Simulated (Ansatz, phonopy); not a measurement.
# W (Tungsten, Im-3m): a volume series of phonon spectra, part 3 of 3

Aim: how the vibrations of W (Tungsten) shift with volume, and the expansion that follows.

Ansatz 0.2.0; DFT PBEsol, scalar-relativistic, plane waves, PAW; PAW set soft_1.

So far. Step 10 (Single point at a scaled cell, V/V0 1.03): The run ends at a pressure of -9.07 GPa. Step 11 (Phonons, V/V0 1.03): No mode is imaginary beyond numerical noise at the solved wavevectors.

**12. Single point at a scaled cell, V/V0 0.97**

Symmetry fixes every atom, so a single point at the scaled cell gives the energy and pressure of this member.

Input file input.yaml:

```yaml
crystal:
  lattice:
    - [-1.5612548935, 1.5612548935, 1.5612548935]
    - [1.5612548935, -1.5612548935, 1.5612548935]
    - [1.5612548935, 1.5612548935, -1.5612548935]
  atoms:
    - { symbol: W, position: [0.0, 0.0, 0.0] }
kpoints:
  mp_grid: { grid: [20, 20, 20] }
hamiltonian:
  xc: pbesol
  pseudopotentials: { kind: paw, azcp: { folder: soft_1 }, xc_functional: pbe }
scf:
  occupations: { method: methfessel_paxton, width: 0.2 }
  lower_state_search: "off"
output:
  forces: true
  stress: true
  eigenvalues: true
```

The run is started by

```sh
ansatz run input.yaml --threads 8 --pin off --max-ram 16384MiB --backend cpu --events-out ev --progress --plain --runs-dir out
```

Numbers of over 12 decimals in the logs are rounded to 6 here.

Log:

```text
[...]
Crystal: 1 atoms, lattice volume = 15.222 Å³
Basis set: ecut = 420 eV, 321 PW (Γ), exchange–correlation on 40×40×40 points (8 copies of the dense FFT grid, shifted against one another)
Bands: 11, of which v1, the nominal top of the filled ones, is band 7 counted from 1 (6 counted from 0)
Symmetry: 48 space group operations
[...]
k-points: 256 of 8000
[...]
--- Band table (eV; the first three rows and the last of 256) ---
  k-point 0: bands = [... 3 lower, -14.2653, 13.4184, 21.9716, 21.9716, 21.9716, 25.6122, 25.6122, 37.8980]
  k-point 1: bands = [... 3 lower, -14.2655, 13.5469, 21.8926, 21.9552, 22.0960, 25.4807, 25.6129, 38.0099]
  k-point 2: bands = [... 3 lower, -14.2662, 13.9199, 21.6712, 21.8861, 22.4659, 25.1822, 25.6202, 38.3060]
  k-point 255: bands = [... 3 lower, -15.2961, 17.1005, 17.1005, 28.7608, 28.7608, 28.7608, 31.8767, 31.8767]
[key lines of the parts left out:]
SCF converged after 6 iterations
Free energy (F): -10257.571087 eV
Fermi energy:    23.351645 eV
P = ⅓ Tr σ = 10.5659 GPa (105.659 kbar)
```

Run time: 0.64 s. Hardware: 8 threads of Arm Neoverse V1, shared host; peak memory 0.32 GiB.

The run ends at a pressure of 10.57 GPa.

**13. Phonons, V/V0 0.97**

The same q-mesh and k-mesh are kept at every volume, so that much of their error can cancel in the differences.

input.yaml: that of step 12 with these lines changed.

```diff
@@ -16,4 +16,11 @@
 output:
-  forces: true
-  stress: true
   eigenvalues: true
+phonons:
+  method: dfpt
+  qmesh: [4, 4, 4]
+  temperatures: { t_max: 1000, t_step: 50 }
+  qpath:
+    path:
+      - [[0.0, 0.0, 0.0], [0.5, -0.5, 0.5], [0.0, 0.0, 0.5], [0.0, 0.0, 0.0], [0.25, 0.25, 0.25], [0.5, -0.5, 0.5]]
+      - [[0.25, 0.25, 0.25], [0.0, 0.0, 0.5]]
+    npoints: 10
```

Log:

```text
[...]
Crystal: 1 atoms, lattice volume = 15.222 Å³
Basis set: ecut = 420 eV, 321 PW (Γ), exchange–correlation on 40×40×40 points (8 copies of the dense FFT grid, shifted against one another)
Bands: 11, of which v1, the nominal top of the filled ones, is band 7 counted from 1 (6 counted from 0)
Symmetry: 48 space group operations
k-points: 256 of 8000
[...]
k-point 255: bands = [... 3 lower, -15.2961, 17.1005, 17.1005, 28.7608, 28.7608, 28.7608, 31.8767, 31.8767]
[...]
ASR residual: 7.972e-6 → 0.000e0 eV/Å²; symmetrization residual: 7.014e-13 eV/Å²
  ASR residual per site (eV/Å²): 7.97e-6
  Γ frequencies (cm⁻¹): 0.00 0.00 0.00
--- Phonons (arbitrary-q DFPT): 8 irreducible q on the 4×4×4 mesh ---
[...]
interpolated dispersion: 62 rows × 3 modes
[...]
[key lines of the parts left out:]
SCF converged after 7 iterations
Free energy (F): -10257.571087 eV
Fermi energy:    23.351643 eV
```

Run time: 72 s. Hardware: 8 threads; peak memory 3.2 GiB; 8.4 min of CPU time.

No mode is imaginary beyond numerical noise at the solved wavevectors.

**14. A cell at another volume, V/V0 1.05**

Symmetry fixes every atom, so a single point at the scaled cell gives the energy and pressure of this member.

The cell differs from the one that the last finished run ended in (a 2.704 → 2.777 Å, b 2.704 → 2.777 Å, c 2.704 → 2.777 Å).

input.yaml, the sections that differ from step 13:

```yaml
crystal:
  lattice:
    - [-1.6030472898, 1.6030472898, 1.6030472898]
    - [1.6030472898, -1.6030472898, 1.6030472898]
    - [1.6030472898, 1.6030472898, -1.6030472898]
  atoms:
    - { symbol: W, position: [0.0, 0.0, 0.0] }
output:
  forces: true
  stress: true
  eigenvalues: true
# kpoints, hamiltonian, scf: as in step 13
# phonons: removed
```

Log:

```text
[...]
Crystal: 1 atoms, lattice volume = 16.478 Å³
Basis set: ecut = 420 eV, 321 PW (Γ), exchange–correlation on 40×40×40 points (8 copies of the dense FFT grid, shifted against one another)
Bands: 11, of which v1, the nominal top of the filled ones, is band 7 counted from 1 (6 counted from 0)
Symmetry: 48 space group operations
[...]
k-points: 256 of 8000
[...]
--- Band table (eV; the first three rows and the last of 256) ---
  k-point 0: bands = [... 3 lower, -16.4902, 11.8491, 20.1042, 20.1042, 20.1042, 23.4204, 23.4204, 35.7086]
  k-point 1: bands = [... 3 lower, -16.4903, 11.9655, 20.0343, 20.0898, 20.2159, 23.3081, 23.4218, 35.8064]
  k-point 2: bands = [... 3 lower, -16.4906, 12.3050, 19.8382, 20.0290, 20.5483, 23.0490, 23.4304, 36.0598]
  k-point 255: bands = [... 3 lower, -17.2940, 15.7343, 15.7343, 26.1817, 26.1817, 26.1817, 29.2264, 29.2264]
[key lines of the parts left out:]
SCF converged after 6 iterations
Free energy (F): -10257.549503 eV
Fermi energy:    21.341424 eV
P = ⅓ Tr σ = -14.3651 GPa (-143.651 kbar)
```

Run time: 0.65 s. Hardware: 8 threads; peak memory 0.32 GiB; 3.1 s of CPU time.

The run ends at a pressure of -14.37 GPa.

**15. Lattice dynamics at this volume, V/V0 1.05**

Phonons at this volume give one point of F(V, T); meshes stay fixed along the series.

input.yaml: that of step 14 with these lines changed.

```diff
@@ -16,4 +16,11 @@
 output:
-  forces: true
-  stress: true
   eigenvalues: true
+phonons:
+  method: dfpt
+  qmesh: [4, 4, 4]
+  temperatures: { t_max: 1000, t_step: 50 }
+  qpath:
+    path:
+      - [[0.0, 0.0, 0.0], [0.5, -0.5, 0.5], [0.0, 0.0, 0.5], [0.0, 0.0, 0.0], [0.25, 0.25, 0.25], [0.5, -0.5, 0.5]]
+      - [[0.25, 0.25, 0.25], [0.0, 0.0, 0.5]]
+    npoints: 10
```

Log:

```text
[...]
Crystal: 1 atoms, lattice volume = 16.478 Å³
Basis set: ecut = 420 eV, 321 PW (Γ), exchange–correlation on 40×40×40 points (8 copies of the dense FFT grid, shifted against one another)
Bands: 11, of which v1, the nominal top of the filled ones, is band 7 counted from 1 (6 counted from 0)
Symmetry: 48 space group operations
k-points: 256 of 8000
[...]
k-point 255: bands = [... 3 lower, -17.2940, 15.7343, 15.7343, 26.1817, 26.1817, 26.1817, 29.2264, 29.2264]
[...]
ASR residual: 3.019e-5 → 0.000e0 eV/Å²; symmetrization residual: 4.547e-13 eV/Å²
  ASR residual per site (eV/Å²): 3.02e-5
  Γ frequencies (cm⁻¹): 0.00 0.00 0.00
--- Phonons (arbitrary-q DFPT): 8 irreducible q on the 4×4×4 mesh ---
[...]
interpolated dispersion: 62 rows × 3 modes
[...]
[key lines of the parts left out:]
SCF converged after 7 iterations
Free energy (F): -10257.549503 eV
Fermi energy:    21.341412 eV
```

The job ended after 75 s (8 threads; peak memory 3.4 GiB; 8.8 min of CPU time).

No mode is imaginary beyond numerical noise at the solved wavevectors.

**16. How the modes move with volume**

This step: DFT PBEsol, scalar-relativistic, plane waves, PAW; PAW set soft_1 (phonopy 4.10.0).

Numbers from this step:

```
share of modes with a negative Grüneisen parameter : 0
```

Mean Grüneisen, by row:

| T (K) | heat-capacity-weighted mean | root mean square |
| --- | --- | --- |
| 50 | 1.547 | 1.589 |
| 100 | 1.64 | 1.681 |
| 200 | 1.67 | 1.71 |
| 300 | 1.676 | 1.716 |
| 500 | 1.679 | 1.719 |
| 800 | 1.68 | 1.721 |

The mean mode Grueneisen parameter by wavenumber:

```
wavenumber (cm⁻¹)  mean mode Grueneisen parameter
              3.7                               -
             18.7                            1.02
             26.2                            1.15
             41.2                            1.06
             56.2                            1.09
             71.2                             1.2
             78.7                            1.26
             93.7                            1.37
            108.7                            1.39
            116.2                            1.37
            131.2                            1.47
            146.2                            1.59
            153.7                            1.47
            168.7                            1.61
            183.7                            1.88
            198.7                            2.06
            206.2                            1.99
            221.2                            2.19
```

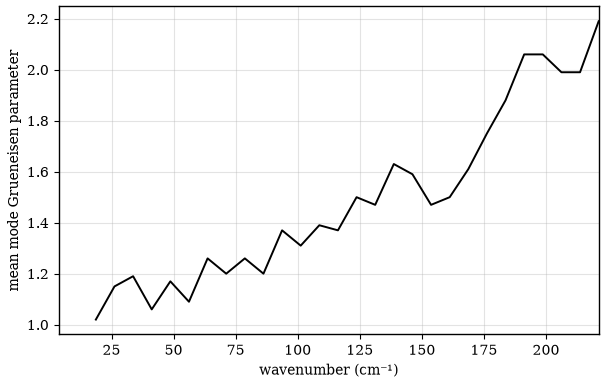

Mean mode Grueneisen parameter against wavenumber.

Volume series, by row:

```
 V/V0  V (Å³/atom)  pressure (GPa)  E - E0 (meV/atom)  gap (eV)  zero-point energy (meV/atom)  lowest on the path (cm⁻¹)  highest at Gamma without the LO-TO term (cm⁻¹)
 0.97        15.22           10.57              15.18         0                         31.76                          0                                               -
0.985        15.46           5.084              3.706         0                         30.97                          0                                               -
    1        15.69               0                  0         0                         30.18                          0                                               -
1.015        15.93          -4.711              3.489         0                          29.4                          0                                               -
 1.03        16.16          -9.069              13.65         0                         28.62                          0                                               -
 1.05        16.48          -14.37              36.73         0                          27.6                          0                                               -
```

Grüneisen at points, by row:

```csv
point,branch,frequency (cm⁻¹),mode Grüneisen parameter
H,1,190.1,2.09
N,1,139.7,2.16
N,2,148.8,0.93
N,3,225.3,2.21
P,1,182.6,1.61
```

**17. Free-energy fit**

Numbers from this step:

```
volume expansion coefficient at 300 K : 13.27 1e-6/K
isothermal bulk modulus at 300 K      : 318.8 GPa
C_P at 300 K                          : 23.87 J/mol-atom/K
Grüneisen parameter at 300 K          : 1.696
```

The energy (each curve on its own zero) by volume; values in meV/atom:

```csv
volume (Å³/atom),static,F at 0 K,F at 300 K,F at 1300 K
15.222,15.2,17.2,20.4,36.8
15.458,3.71,4.92,6.96,17.2
15.693,0,0.43,1.22,5.05
15.928,3.49,3.13,2.62,-0.06
16.164,13.7,12.5,10.7,1.32
16.478,36.7,34.6,30.9,12.4
```

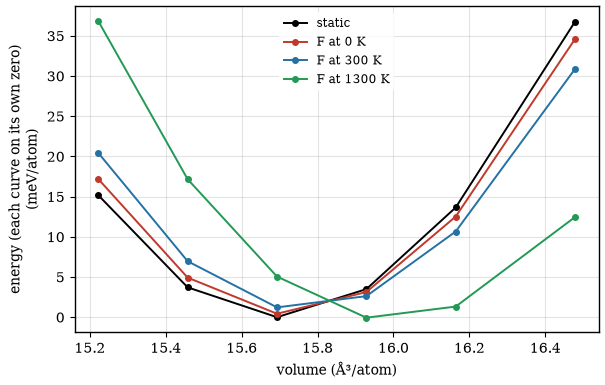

Energy (each curve on its own zero) against volume.

Phonopy-qha, vinet fit of F(V) at each temperature; no electronic free energy. Qha vinet, by row:

```csv
T (K),fitted volume (Å³/atom),alpha_V (1e-6/K),B_T (GPa),C_P (J/mol-atom/K),Grueneisen
100,15.72,8.56,323.4,16.07,1.624
150,15.73,11.12,322.4,20.45,1.666
200,15.74,12.28,321.2,22.34,1.682
250,15.75,12.89,320,23.31,1.69
300,15.76,13.27,318.8,23.87,1.696
350,15.77,13.53,317.5,24.22,1.7
400,15.78,13.73,316.3,24.47,1.704
450,15.79,13.89,315.1,24.65,1.707
500,15.81,14.02,313.8,24.79,1.711
550,15.82,14.14,312.6,24.9,1.714
600,15.83,14.25,311.3,24.99,1.717
650,15.84,14.35,310.1,25.07,1.72
700,15.85,14.45,308.8,25.14,1.724
750,15.86,14.54,307.6,25.21,1.727
800,15.87,14.63,306.3,25.27,1.73
850,15.89,14.72,305.1,25.33,1.733
900,15.9,14.81,303.8,25.38,1.736
950,15.91,14.89,302.5,25.43,1.739
1000,15.92,14.98,301.3,25.48,1.743
1050,15.93,15.07,300,25.53,1.746
1100,15.94,15.15,298.8,25.58,1.749
1150,15.96,15.24,297.5,25.62,1.752
1200,15.97,15.32,296.2,25.67,1.755
1250,15.98,15.41,295,25.71,1.759
```

The volume expansion coefficient, phonopy-qha, Vinet by temperature:

| temperature (K) | volume expansion coefficient, phonopy-qha, Vinet (1e-6/K) |
| --- | --- |
| 75 | 6.18 |
| 150 | 11.1 |
| 225 | 12.6 |
| 275 | 13.1 |
| 350 | 13.5 |
| 425 | 13.8 |
| 500 | 14.0 |
| 575 | 14.2 |
| 650 | 14.3 |
| 700 | 14.4 |
| 775 | 14.6 |
| 850 | 14.7 |
| 925 | 14.8 |
| 1000 | 15.0 |
| 1075 | 15.1 |
| 1125 | 15.2 |
| 1200 | 15.3 |
| 1275 | 15.4 |

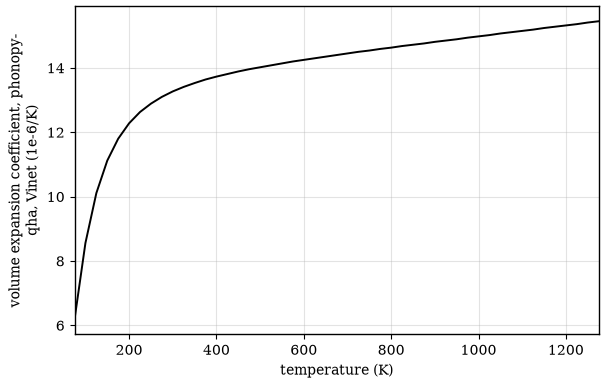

Volume expansion coefficient, phonopy-qha, Vinet against temperature.

The fit gives a volume expansion of 13.3 × 10⁻⁶/K at 300 K.

**18. Results**

```yaml
volume_expansion_coefficient_at_300_k: 13.27 1e-6/K
isothermal_bulk_modulus_at_300_k: 318.8 GPa
c_p_at_300_k: 23.87 J/mol-atom/K
grueneisen_parameter_at_300_k: 1.696
mean_mode_grueneisen_parameter_at_300_k: 1.68
```

In words: Near room temperature W (Tungsten) expands by 13.3 × 10⁻⁶/K in volume by PBEsol, with C_P = 23.9 J/(mol K) per mole of atoms and B_T = 319 GPa. C_P at room temperature is 96 % of the classical 3R an atom. The fit leaves out the electrons' free energy, which adds to C_P and to the expansion of a metal at high temperature. The heat-capacity-weighted Grüneisen parameter goes from 1.55 at 50 K to 1.68 at 800 K. Weighting γ by the density of states and each mode's heat capacity at 300 K, modes below 80 cm⁻¹ give about 2 % of the sum of γC that drives the expansion, those up to 150 cm⁻¹ 28 % and the rest 70 %. Among the labelled points γ is largest for branch 3 at N (225 cm⁻¹, 2.2) and smallest for branch 2 at N (149 cm⁻¹, 0.93). The program warned that a few bands missed the eigensolver's threshold in at least one of the runs. The PAW files were made for PBE and are used here under another functional, for which the program regenerates the frozen cores.

[Logs are printed without paths, hosts, clocks, repeated set-up lines and the standing remarks that a program may print on its own settings, such as how far it seeks lower states.]

[Hosts, paths, dates, database ids (printed as entryN), source tags and the programs' standing remarks are cut or masked in the printed files.]

[A step with changed settings may run another functional than the one named; its input shows which.]

[Of the runs on displaced cells, only some may be shown.]
